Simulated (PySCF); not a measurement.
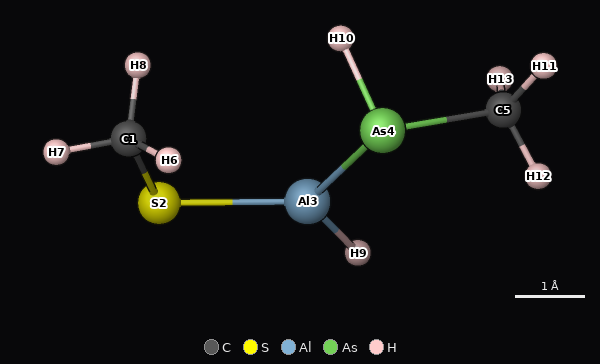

The input geometry of run A (ball-and-stick view, seen at a tilt; atoms are numbered from 1 in the order of the input). Sticks mark near contacts.

## Two runs on C2H8AlAsS

System: C2H8AlAsS, SMILES C[S][AlH][AsH]C.
Method of run A: TDDFT PBE0/def2-TZVPD, vertical, gas phase, core orbitals frozen in the response (PySCF 2.14.0).

The geometry comes from this level: PBE0-D3(BJ)/def2-SVP. Text and figures count atoms from 1; the logs count them from 0 in places.

The input, run A:
```
{"job": {"kind": "uv", "xc": "PBE0", "basis": "def2-TZVPD"}, "charge": 0, "multiplicity": 1}
C     -2.805446    -0.029893     0.157610
S     -2.218310    -0.291550    -1.554433
Al    -0.059719    -0.483439    -1.305958
As     0.844254    -0.438308     0.949620
C      2.717733     0.028829     0.484878
H     -2.343129    -0.734049     0.863289
H     -3.890676    -0.197323     0.157072
H     -2.607822     0.999355     0.486688
H      0.785010    -0.731924    -2.627858
H      0.333949     0.990209     1.142169
H      3.251240     0.283663     1.411083
H      3.193658    -0.859949     0.047197
H      2.805046     0.863776    -0.221747
```

The first line tells a small driver script what to run in PySCF; the rest is the geometry in Å.

Command:
```bash
OMP_NUM_THREADS=1 python <driver script> task.json out
```

Hardware: 1 CPU thread, shared host.

Output (run A):
```
coarse grid: 50136 points
cycle   1  E = -2956.9532237482  dE = -6.669e-01  |g| = 4.821e-01  |ddm| = 3.162e+00
cycle   2  E = -2956.9445190871  dE =  8.705e-03  |g| = 4.944e-01  |ddm| = 9.111e-01
cycle   3  E = -2956.9929388991  dE = -4.842e-02  |g| = 8.064e-02  |ddm| = 4.860e-01
cycle   4  E = -2956.9947122833  dE = -1.773e-03  |g| = 1.691e-02  |ddm| = 1.020e-01
cycle   5  E = -2956.9947922976  dE = -8.001e-05  |g| = 4.754e-03  |ddm| = 2.298e-02
cycle   6  E = -2956.9947977824  dE = -5.485e-06  |g| = 1.486e-03  |ddm| = 6.148e-03
final grid: 102104 points
cycle   7  E = -2956.9948036730  dE =  3.547e-07  |g| = 1.972e-03  |ddm| = 1.149e-02
cycle   8  E = -2956.9948027036  dE =  9.693e-07  |g| = 2.718e-03  |ddm| = 4.478e-03
cycle   9  E = -2956.9948047915  dE = -2.088e-06  |g| = 1.270e-04  |ddm| = 2.462e-03
cycle  10  E = -2956.9948047963  dE = -4.834e-09  |g| = 2.785e-05  |ddm| = 1.671e-04
cycle  11  E = -2956.9948047964  dE = -1.119e-10  |g| = 4.701e-06  |ddm| = 2.638e-05
converged SCF energy = -2956.9948047964

Static polarisability (au): isotropic 113.449, principal 85.994 113.432 140.923

Singlet excitations
state   eV       nm        f      main configurations
  1   4.3207    287.0   0.01784   H->L 0.95
  2   4.8851    253.8   0.06260   H-1->L 0.91
  3   5.1069    242.8   0.04637   H->L+1 0.76, H->L+2 0.16
  4   5.3192    233.1   0.04485   H->L+2 0.63, H->L+1 0.15, H-1->L+1 0.10
  5   5.4640    226.9   0.01714   H-2->L 0.58, H-1->L+1 0.13, H-1->L+2 0.11
  6   5.5257    224.4   0.04221   H-2->L 0.32, H-1->L+1 0.30, H-1->L+2 0.23
  7   5.8207    213.0   0.00180   H-1->L+2 0.44, H-1->L+1 0.42
  8   5.8735    211.1   0.00211   H-3->L 0.69, H->L+3 0.11
  9   5.9890    207.0   0.01344   H->L+3 0.61, H-1->L+3 0.17, H-3->L 0.13
 10   6.1013    203.2   0.02975   H-1->L+3 0.71, H->L+3 0.21

Triplet excitations (Tamm-Dancoff, eV): 3.7723 4.1339 4.5952 4.9240
```

Run B used a changed input.

The two runs side by side:

```tsv
quantity	run A	run B
outcome	converged	converged
total energy (hartree)	−2956.994805	−2956.614180
HOMO (eV)	−6.74	−6.67
LUMO (eV)	−1.30	−1.23
dipole moment (D)	1.60	1.83
lowest excitation (eV)	4.32	4.34
SCF iterations	11	11
strongest computed line (eV)	4.89	5.86
basis functions	289	112
wall time (shared host)	63 s	14 s
```

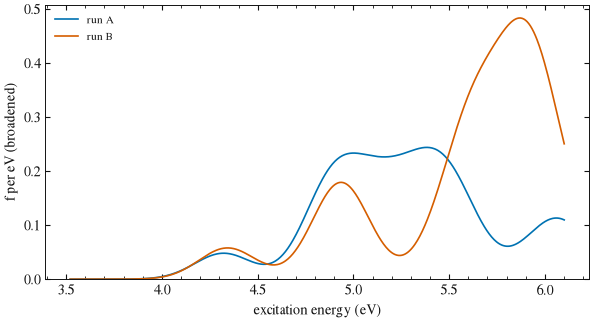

Absorption of the two runs from their computed states, each broadened by a Gaussian of 0.35 eV full width; the range ends where the shorter list of states ends.

What was changed in the input?

The change (lines with − go, lines with + come):
```diff
-"basis": "def2-TZVPD"
+"basis": "6-31G*"
```

The total energy of run B is 238.8 kcal/mol higher, which measures the change of basis and not a stability. The HOMO goes from −6.74 to −6.67 eV. The LUMO goes from −1.30 to −1.23 eV. The dipole moment goes from 1.60 to 1.83 D. The strongest computed line goes from 4.89 to 5.86 eV. The number of SCF iterations is the same. The basis functions go from 289 to 112.

Output (run B):
```
coarse grid: 50136 points
cycle   1  E = -2956.5756151449  dE = -6.543e-01  |g| = 3.576e-01  |ddm| = 3.210e+00
cycle   2  E = -2956.5679252768  dE =  7.690e-03  |g| = 3.826e-01  |ddm| = 9.317e-01
cycle   3  E = -2956.6132896025  dE = -4.536e-02  |g| = 5.324e-02  |ddm| = 5.145e-01
cycle   4  E = -2956.6141892577  dE = -8.997e-04  |g| = 8.182e-03  |ddm| = 8.004e-02
cycle   5  E = -2956.6142100826  dE = -2.082e-05  |g| = 4.540e-03  |ddm| = 1.764e-02
cycle   6  E = -2956.6142153942  dE = -5.312e-06  |g| = 7.492e-04  |ddm| = 6.076e-03
final grid: 102104 points
cycle   7  E = -2956.6141795162  dE =  9.993e-09  |g| = 8.528e-04  |ddm| = 1.874e-03
cycle   8  E = -2956.6141793988  dE =  1.173e-07  |g| = 1.073e-03  |ddm| = 1.912e-03
cycle   9  E = -2956.6141796861  dE = -2.873e-07  |g| = 6.713e-05  |ddm| = 1.096e-03
cycle  10  E = -2956.6141796873  dE = -1.175e-09  |g| = 7.956e-06  |ddm| = 7.008e-05
cycle  11  E = -2956.6141796873  dE = -2.547e-11  |g| = 2.484e-06  |ddm| = 1.474e-05
converged SCF energy = -2956.6141796873

Static polarisability (au): isotropic 94.696, principal 66.930 94.714 122.443

Singlet excitations
state   eV       nm        f      main configurations
  1   4.3423    285.5   0.02151   H->L 0.95
  2   4.9355    251.2   0.06670   H-1->L 0.92
  3   5.4777    226.3   0.01629   H-2->L 0.63, H->L+1 0.19, H->L+2 0.15
  4   5.5684    222.7   0.01691   H->L+2 0.47, H-2->L 0.27, H->L+1 0.17
  5   5.6388    219.9   0.07773   H->L+1 0.40, H->L+2 0.25, H-1->L+1 0.19
  6   5.8586    211.6   0.09339   H-1->L+1 0.46, H-1->L+2 0.20, H-3->L 0.11
  7   5.9867    207.1   0.08259   H-3->L 0.75, H->L+1 0.08
  8   6.1959    200.1   0.00348   H-1->L+2 0.67, H-1->L+1 0.25
  9   6.3634    194.8   0.01604   H->L+3 0.49, H-1->L+3 0.40
 10   6.4842    191.2   0.01247   H-1->L+3 0.51, H->L+3 0.46

Triplet excitations (Tamm-Dancoff, eV): 3.8200 4.1192 4.8398 5.0967
```

For both runs: Spin–orbit coupling is left out, which matters for the heavy atoms.
